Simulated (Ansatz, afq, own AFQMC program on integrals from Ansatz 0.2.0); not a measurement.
# HBrCl (doublet): AFQMC on the coupled-cluster ladder at distance Br1–H2 along a hydrogen transfer = 1.829 Å, cc-pVTZ

How near does AFQMC come to the top of the ladder for HBrCl (doublet)?

The runs use Ansatz 0.2.0, Gaussian basis, and an in-house AFQMC program (afq) on its integrals; all values are calculated; cc-pVTZ, frozen cores.

The runs, in order: CCSD(T) on UHF; PBE (unrestricted); CCSDT(Q) on UHF; r2SCAN (unrestricted); PBE0 (unrestricted); B3LYP (unrestricted); wB97M-V (unrestricted); B2PLYP (unrestricted); Phaseless AFQMC, CISD trial on UHF.

### 1 The system

The geometry derives from fragments relaxed apart (PBE0/def2-TZVP) and kept rigid, so it is no stationary point. A hydrogen atom is moved between rigid fragments. No spin-orbit coupling is included. The filled d shell of Br may be among the frozen orbitals whatever the setting's name suggests; the logs give the count.

3 atoms, charge 0, spin multiplicity 2.

Atoms are counted from 1 here; the program's logs count them from 0.

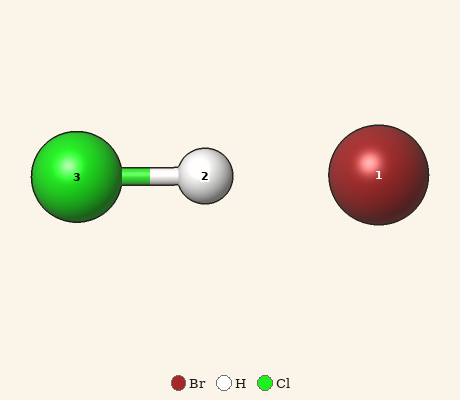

The structure; bromine red, hydrogen white, chlorine green; atoms are numbered from 1 in the order of the file.

As a file:

```
Br    0.0000    0.0000   -1.6693
H     0.0000    0.0000    0.1597
Cl    0.0000    0.0000    1.5097
```

### 2 CCSD(T) on UHF

in.yaml reads:

```yaml
crystal:
  periodic: [false, false, false]
  atoms:
    - {symbol: Br, position_ang: [0.000000, 0.000000, -1.669333]}
    - {symbol: H, position_ang: [0.000000, 0.000000, 0.159667]}
    - {symbol: Cl, position_ang: [0.000000, 0.000000, 1.509667]}
basis:
  gaussian: {orbitals: cc-pVTZ}
magnetization: {spin_polarized: true, initial_magnetization: 1}
correlation: {method: ccsd_t, electrons: outside_noble_gas, hamiltonian_folder: ham}
```

Started as:

```sh
> ansatz run in.yaml --threads 1 --pin off --events-out ev --progress --plain --max-ram 15360MiB --backend cuda --devices 0, --max-vram 18GiB
```

Standard output, cut to the lines that bear on the results:

```text
Functional definition: HF
  name "HF"
  cite "Fock, Z. Phys. 61, 126 (1930) doi:10.1007/BF01340294"
  parent pbe
[...]
557 factors; integrals over basis functions are off by at most 1.1e-3 eV
[...]
mean field -82519.13979803 eV, -3032.5224540956 hartree, gradient 5.0e-6 eV, S^2 0.772310; 11 other end points of the search recorded, 0 dependent functions left out
determinant -82519.13979803 eV, -3032.5224540956 hartree, with singles and doubles -82529.67967038 eV, -3032.9097872605 hartree
determinant -82519.13680502 eV, -3032.5223441047 hartree, with singles and doubles -82529.60850038 eV, -3032.9071718111 hartree
determinant -82516.64887386 eV, -3032.4309143208 hartree, with singles and doubles -82527.78928832 eV, -3032.8403170010 hartree
determinant -82519.13979803 eV, -3032.5224540956 hartree, with singles and doubles -82529.67999142 eV, -3032.9097990584 hartree
determinant -82519.13680502 eV, -3032.5223441047 hartree, with singles and doubles -82529.60952764 eV, -3032.9072095621 hartree
19 core orbitals not correlated: weight in the atoms' cores, before any rotation towards them, 1.000 or more for the frozen orbitals, at most 0.000 for the correlated occupied ones
reference -82519.13979803 eV, -3032.5224540956 hartree; 8, 7 occupied and 64, 65 virtual orbitals, 557 factors
second order -9.50103765 eV of doubles, -0.00000000 eV of singles
cycle   1  -10.54020638 eV  change   -1.3e-5 eV  update   2.7e-6
perturbative correction -0.38545093 eV, -0.0141650604 hartree
Total energy: -82530.06545534 eV, -3032.9239645962 hartree
```

Run time: 4.9 s. Hardware: 1 × NVIDIA H100 80GB HBM3 with 1 thread of AMD EPYC 7R13 (Zen 3), shared host; peak host memory 1.7 GiB.

From the report: ⟨S²⟩ of the determinant 0.772 (pure doublet: 0.75); correlation -10.9257 eV; T1 0.010; largest double amplitude 0.04.

This run also writes the integrals to the folder ham.

### 3 PBE (unrestricted)

Changes to in.yaml since step 2:

```diff
@@ -9,2 +9,3 @@
 magnetization: {spin_polarized: true, initial_magnetization: 1}
-correlation: {method: ccsd_t, electrons: outside_noble_gas, hamiltonian_folder: ham}
+hamiltonian: {xc: {name: PBE}}
+output: {orbitals: {seedname: orbitals}}
```

Started as:

```sh
> ansatz run in.yaml --threads 1 --pin off --events-out ev --progress --plain --max-ram 5120MiB --backend cpu
```

Standard output, cut to the lines that bear on the results:

```text
Functional definition: PBE
  name "PBE"
  cite "Perdew, Burke & Ernzerhof, Phys. Rev. Lett. 77, 3865 (1996) doi:10.1103/PhysRevLett.77.3865"
  parent pbe
[...]
707 factors; their error is unknown
[...]
mean field -82570.19120927 eV, -3034.3985588549 hartree, gradient 3.7e-6 eV, S^2 0.751770; 12 other end points of the search recorded, 0 dependent functions left out
reference -82570.19123832 eV, -3034.3985599226 hartree; 27, 26 occupied and 64, 65 virtual orbitals, 707 factors
Total energy: -82570.19123832 eV, -3034.3985599226 hartree
```

Wall time 12 s (1 thread of AMD EPYC 7R13 (Zen 3), shared host); peak memory 1.7 GiB.

From the report: ⟨S²⟩ of the determinant 0.752 (pure doublet: 0.75).

### 4 CCSDT(Q) on UHF

Changes to in.yaml since step 3:

```diff
@@ -9,3 +9,2 @@
 magnetization: {spin_polarized: true, initial_magnetization: 1}
-hamiltonian: {xc: {name: PBE}}
-output: {orbitals: {seedname: orbitals}}
+correlation: {method: ccsdt_q, electrons: outside_noble_gas}
```

Started as:

```sh
> ansatz run in.yaml --threads 1 --pin off --events-out ev --progress --plain --max-ram 15360MiB --backend cuda --devices 0, --max-vram 18GiB
```

Standard output, cut to the lines that bear on the results:

```text
Functional definition: HF
  name "HF"
  cite "Fock, Z. Phys. 61, 126 (1930) doi:10.1007/BF01340294"
  parent pbe
[...]
1007 factors; integrals over basis functions are off by at most 2.4e-7 eV
[...]
mean field -82519.13981490 eV, -3032.5224547157 hartree, gradient 4.3e-6 eV, S^2 0.772310; 9 other end points of the search recorded, 0 dependent functions left out
determinant -82519.13981490 eV, -3032.5224547157 hartree, with singles and doubles -82529.67969077 eV, -3032.9097880096 hartree
determinant -82519.13682504 eV, -3032.5223448405 hartree, with singles and doubles -82529.60852257 eV, -3032.9071726268 hartree
determinant -82516.64889665 eV, -3032.4309151584 hartree, with singles and doubles -82527.78930818 eV, -3032.8403177308 hartree
determinant -82519.13981490 eV, -3032.5224547157 hartree, with singles and doubles -82529.68001160 eV, -3032.9097997998 hartree
determinant -82519.13682504 eV, -3032.5223448405 hartree, with singles and doubles -82529.60954951 eV, -3032.9072103660 hartree
19 core orbitals not correlated: weight in the atoms' cores, before any rotation towards them, 1.000 or more for the frozen orbitals, at most 0.000 for the correlated occupied ones
reference -82519.13981490 eV, -3032.5224547157 hartree; 8, 7 occupied and 64, 65 virtual orbitals, 1007 factors
second order -9.50107780 eV of doubles, -0.00000000 eV of singles
cycle   1  -10.26617416 eV  change   -7.7e-1 eV  update   7.6e-2
[...]
cycle  15  -10.95569404 eV  change   -7.2e-7 eV  update   6.5e-7
perturbative correction -0.01573896 eV, -0.0005783962 hartree
Total energy: -82530.11124790 eV, -3032.9256474419 hartree
```

Run time: 26 s. Hardware: 1 × NVIDIA H100 80GB HBM3 with 1 thread of AMD EPYC 7R13 (Zen 3), shared host; peak host memory 1.7 GiB.

From the report: ⟨S²⟩ of the determinant 0.772 (pure doublet: 0.75); correlation -10.9714 eV; T1 0.011; largest double amplitude 0.05.

### 5 r2SCAN (unrestricted)

Changes to in.yaml since step 4:

```diff
@@ -9,2 +9,2 @@
 magnetization: {spin_polarized: true, initial_magnetization: 1}
-correlation: {method: ccsdt_q, electrons: outside_noble_gas}
+hamiltonian: {xc: {name: r2SCAN}}
```

Started as:

```sh
> ansatz run in.yaml --threads 1 --pin off --events-out ev --progress --plain --max-ram 5120MiB --backend cpu
```

Standard output, cut to the lines that bear on the results:

```text
Functional definition: r2SCAN
  name "r2SCAN"
  cite "Furness, Kaplan, Ning, Perdew & Sun, J. Phys. Chem. Lett. 11, 8208 (2020) doi:10.1021/acs.jpclett.0c02405"
  cite "Furness, Kaplan, Ning, Perdew & Sun, J. Phys. Chem. Lett. 11, 9248 (2020) doi:10.1021/acs.jpclett.0c03077"
  parent r2scan
[...]
707 factors; their error is unknown
[...]
mean field -82584.49399550 eV, -3034.9241765542 hartree, gradient 8.7e-6 eV, S^2 0.754797; 14 other end points of the search recorded, 0 dependent functions left out
reference -82584.49400376 eV, -3034.9241768577 hartree; 27, 26 occupied and 64, 65 virtual orbitals, 707 factors
Total energy: -82584.49400376 eV, -3034.9241768577 hartree
```

Run time: 36 s. Hardware: 1 thread of AMD EPYC 7R13 (Zen 3), shared host; peak memory 1.7 GiB.

From the report: ⟨S²⟩ of the determinant 0.755 (pure doublet: 0.75).

### 6 PBE0 (unrestricted)

Changes to in.yaml since step 5:

```diff
@@ -9,2 +9,3 @@
 magnetization: {spin_polarized: true, initial_magnetization: 1}
-hamiltonian: {xc: {name: r2SCAN}}
+hamiltonian: {xc: {name: PBE0}}
+output: {orbitals: {seedname: orbitals}}
```

Launched as before.

Standard output, cut to the lines that bear on the results:

```text
Functional definition: PBE0
  name "PBE0"
  cite "Adamo & Barone, J. Chem. Phys. 110, 6158 (1999) doi:10.1063/1.478522"
  cite "Perdew, Burke & Ernzerhof, Phys. Rev. Lett. 77, 3865 (1996) doi:10.1103/PhysRevLett.77.3865"
  parent pbe
[...]
557 factors; integrals over basis functions are off by at most 1.1e-3 eV
[...]
mean field -82573.52399574 eV, -3034.5210364985 hartree, gradient 5.5e-6 eV, S^2 0.755516; 8 other end points of the search recorded, 0 dependent functions left out
reference -82573.52401737 eV, -3034.5210372937 hartree; 27, 26 occupied and 64, 65 virtual orbitals, 557 factors
Total energy: -82573.52401737 eV, -3034.5210372937 hartree
```

Wall time 11 s (1 thread of AMD EPYC 7R13 (Zen 3), shared host); peak memory 1.7 GiB.

From the report: ⟨S²⟩ of the determinant 0.756 (pure doublet: 0.75).

### 7 B3LYP (unrestricted)

Changes to in.yaml since step 6:

```diff
@@ -9,3 +9,2 @@
 magnetization: {spin_polarized: true, initial_magnetization: 1}
-hamiltonian: {xc: {name: PBE0}}
-output: {orbitals: {seedname: orbitals}}
+hamiltonian: {xc: {name: B3LYP}}
```

Launched as before.

Standard output, cut to the lines that bear on the results:

```text
Functional definition: B3LYP
  name "B3LYP"
  cite "Stephens, Devlin, Chabalowski & Frisch, J. Phys. Chem. 98, 11623 (1994) doi:10.1021/j100096a001"
  cite "Becke, Phys. Rev. A 38, 3098 (1988) doi:10.1103/PhysRevA.38.3098"
  cite "Lee, Yang & Parr, Phys. Rev. B 37, 785 (1988) doi:10.1103/PhysRevB.37.785"
  cite "Vosko, Wilk & Nusair, Can. J. Phys. 58, 1200 (1980) doi:10.1139/p80-159"
[...]
557 factors; integrals over basis functions are off by at most 1.1e-3 eV
[...]
mean field -82587.09524275 eV, -3035.0197706272 hartree, gradient 1.9e-6 eV, S^2 0.754366; 5 other end points of the search recorded, 0 dependent functions left out
reference -82587.09545063 eV, -3035.0197782669 hartree; 27, 26 occupied and 64, 65 virtual orbitals, 557 factors
Total energy: -82587.09545063 eV, -3035.0197782669 hartree
```

It took 14 s on 1 thread of AMD EPYC 7R13 (Zen 3), shared host; peak memory 1.7 GiB.

From the report: ⟨S²⟩ of the determinant 0.754 (pure doublet: 0.75).

### 8 wB97M-V (unrestricted)

Changes to in.yaml since step 7:

```diff
@@ -9,2 +9,3 @@
 magnetization: {spin_polarized: true, initial_magnetization: 1}
-hamiltonian: {xc: {name: B3LYP}}
+hamiltonian: {xc: {name: wB97M-V}}
+output: {orbitals: {seedname: orbitals}}
```

Launched as before.

Standard output, cut to the lines that bear on the results:

```text
Functional definition: wB97M-V
  name "wB97M-V"
  cite "Mardirossian & Head-Gordon, J. Chem. Phys. 144, 214110 (2016) doi:10.1063/1.4952647"
  cite "Becke, J. Chem. Phys. 107, 8554 (1997) doi:10.1063/1.475007"
  cite "Vydrov & Van Voorhis, J. Chem. Phys. 133, 244103 (2010) doi:10.1063/1.3521275"
  # Of w^i u^j: cxij and so on, Table III.
[...]
  gx(w, u) = 1 - cx + cx01*u + cx10*w
  gss(w, u) = css00 + css04*u^4 + css10*w + css20*w^2 + css43*w^4*u^3
  gos(w, u) = cos00 + cos10*w + (cos20 + cos21*u)*w^2 + (cos60 + cos61*u)*w^6
[...]
      + integral(e_c_pw_mod_opposite_spin*gos(b97_w_opposite, b97_u_opposite)) + vv10(b, c)
557 factors; integrals over basis functions are off by at most 1.1e-3 eV
111 factors; integrals over basis functions are off by at most 8.6e-5 eV
[...]
mean field -82581.07721430 eV, -3034.7986121609 hartree, gradient 3.0e-6 eV, S^2 0.755072; 1 other end points of the search recorded, 0 dependent functions left out
reference -82581.07724479 eV, -3034.7986132813 hartree; 27, 26 occupied and 64, 65 virtual orbitals, 557 factors
Total energy: -82581.07724479 eV, -3034.7986132813 hartree
```

Wall time 16 s (1 thread of AMD EPYC 7R13 (Zen 3), shared host); peak memory 1.7 GiB.

From the report: ⟨S²⟩ of the determinant 0.755 (pure doublet: 0.75).

### 9 B2PLYP (unrestricted)

Changes to in.yaml since step 8:

```diff
@@ -9,3 +9,3 @@
 magnetization: {spin_polarized: true, initial_magnetization: 1}
-hamiltonian: {xc: {name: wB97M-V}}
-output: {orbitals: {seedname: orbitals}}
+hamiltonian: {xc: {name: B2PLYP}}
+correlation: {electrons: outside_noble_gas}
```

Same command.

Standard output, cut to the lines that bear on the results:

```text
Functional definition: B2PLYP
  name "B2PLYP"
  cite "Grimme, J. Chem. Phys. 124, 034108 (2006) doi:10.1063/1.2148954"
  cite "Becke, Phys. Rev. A 38, 3098 (1988) doi:10.1103/PhysRevA.38.3098"
  cite "Lee, Yang & Parr, Phys. Rev. B 37, 785 (1988) doi:10.1103/PhysRevB.37.785"
[...]
557 factors; integrals over basis functions are off by at most 1.1e-3 eV
[...]
mean field -82567.71396286 eV, -3034.3075217285 hartree, gradient 1.0e-6 eV, S^2 0.760593; 5 other end points of the search recorded, 0 dependent functions left out
19 core orbitals not correlated: weight in the atoms' cores, before any rotation towards them, 1.000 or more for the frozen orbitals, at most 0.000 for the correlated occupied ones
reference -82567.71409581 eV, -3034.3075266144 hartree; 8, 7 occupied and 64, 65 virtual orbitals, 557 factors
second order -11.56002945 eV of doubles, -0.00000000 eV of singles
Total energy: -82570.83530376 eV, -3034.4222288909 hartree
```

Run time: 13 s. Hardware: 1 thread of AMD EPYC 7R13 (Zen 3), shared host; peak memory 1.7 GiB.

From the report: ⟨S²⟩ of the determinant 0.761 (pure doublet: 0.75).

### 10 Phaseless AFQMC, CISD trial on UHF

It reads the integrals that the CCSD(T) run on this determinant wrote.

Started as:

```sh
> afq ham --method phaseless --trial cisd --walkers 2500 --populations 20 --least-time 60 --time-step 0.005 --steps-per-block 50 --equilibration-blocks 28 --max-blocks 4000 --target-error 0.00023 --factor-cut 1e-05 --start spin_pure --seed 5426 --release-times 0.24,0.51,0.99,1.5 --release-step 0.03 --release-every 4 --taylor-order 6
```

Standard output:

```text
orbitals 72  electrons 8 7  factors 488 of 557
reference energy -3032.52245410 Eh
CCSD correlation -0.38734563 Eh in 10 cycles, weight of the determinant in the CISD state 0.8574
energy of the start -3032.908488 Eh
 block  time / (1/Eh)  mean weight  energy / Eh
     1     0.250  0.9995  -3032.902250
     2     0.500  1.0004  -3032.908363
     3     0.750  0.9997  -3032.913732
     4     1.000  1.0006  -3032.917904
     5     1.250  0.9997  -3032.920695
     6     1.500  0.9994  -3032.922756
     7     1.750  0.9997  -3032.922956
     8     2.000  1.0000  -3032.923471
     9     2.250  0.9995  -3032.923747
    10     2.500  1.0001  -3032.923982
    11     2.750  1.0001  -3032.923689
    13     3.250  1.0000  -3032.924151
    15     3.750  0.9993  -3032.924406
    17     4.250  0.9992  -3032.924317
    19     4.750  1.0005  -3032.926445
    21     5.250  0.9997  -3032.925961
    23     5.750  0.9998  -3032.924808
    25     6.250  0.9997  -3032.925475
    27     6.750  0.9998  -3032.925862
    29     7.250  0.9998  -3032.927005
    31     7.750  1.0001  -3032.926482
    33     8.250  1.0002  -3032.924850
    35     8.750  1.0003  -3032.924987
    37     9.250  1.0000  -3032.924558
    39     9.750  1.0005  -3032.925649
    41    10.250  0.9999  -3032.925958
    43    10.750  0.9994  -3032.925304
    45    11.250  1.0000  -3032.923550
    47    11.750  1.0003  -3032.924644
    49    12.250  0.9998  -3032.925333
    51    12.750  0.9999  -3032.924238
    53    13.250  1.0002  -3032.924435
    55    13.750  1.0003  -3032.923653
    57    14.250  1.0002  -3032.925287
    59    14.750  1.0001  -3032.925091
    61    15.250  0.9999  -3032.923930
    63    15.750  0.9999  -3032.924017
    65    16.250  1.0000  -3032.924145
    67    16.750  0.9996  -3032.922318
    69    17.250  0.9993  -3032.926309
    71    17.750  1.0001  -3032.924931
    73    18.250  0.9998  -3032.925865
    75    18.750  0.9999  -3032.924435
    77    19.250  1.0000  -3032.925963
    79    19.750  0.9996  -3032.925903
    81    20.250  0.9994  -3032.925489
    83    20.750  0.9998  -3032.922845
    85    21.250  1.0000  -3032.924464
    87    21.750  1.0008  -3032.925184
    89    22.250  1.0006  -3032.925439
    91    22.750  1.0001  -3032.925071
    93    23.250  1.0000  -3032.923868
    95    23.750  0.9994  -3032.924057
    97    24.250  1.0002  -3032.924699
error from the spread of 20 populations
released: time / (1/Eh)  energy / Eh  error  mean overlap
  0.24  -3032.924753  0.000195  1.0043
  0.51  -3032.925200  0.000144  1.0021
  0.99  -3032.925828  0.000171  0.9923
  1.50  -3032.926051  0.000223  0.9751
energy -3032.924840 +/- 0.000220 Eh
```

Wall time 77 s (1 × NVIDIA H100 80GB HBM3 with 2 threads of AMD EPYC 7R13 (Zen 3), shared host); peak host memory 1.7 GiB.

Energy -82530.0893 ± 0.0060 eV. Caveats: constraint bias not in the error.

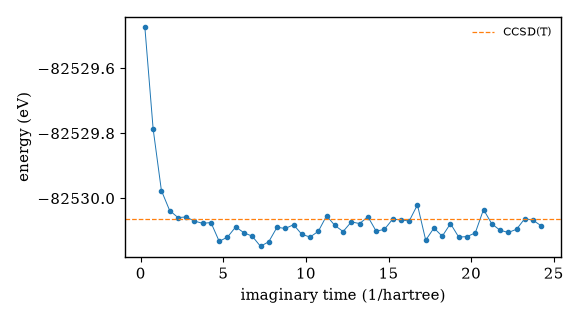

Block energies along the walk.

### 11 All levels side by side

On the UHF determinant, counted from CCSDT(Q) (a yardstick, not exact):

```tsv
level	energy (eV)	from CCSDT(Q) (kcal/mol)	statistical error (kcal/mol)	time
HF	-82519.1398	+253.01		
MP2	-82528.6408	+33.91		
CCSD	-82529.6800	+9.94		
CCSD(T)	-82530.0655	+1.06		
CCSDT(Q)	-82530.1112	0.00		
Phaseless AFQMC, CISD trial, step 0.005, 2500 walkers	-82530.0893	+0.51	0.14	77 s
```

The functionals' totals stand on their own zeros and serve differences with other points: PBE -82570.191 eV; r2SCAN -82584.494 eV; PBE0 -82573.524 eV; B3LYP -82587.095 eV; wB97M-V -82581.077 eV; B2PLYP -82570.835 eV.

### 12 Outcome

```
                                        quantity                  value
                    CCSD(T) on UHF from CCSDT(Q)         +1.06 kcal/mol
Phaseless AFQMC, CISD trial on UHF from CCSDT(Q)  +0.51 ± 0.14 kcal/mol
```

What this shows: On UHF the phaseless walk with the CISD trial lies +0.51 kcal/mol from CCSDT(Q), 4 times its error bar. Error bars are statistical and leave out the constraint, the time step and what remains of the start.
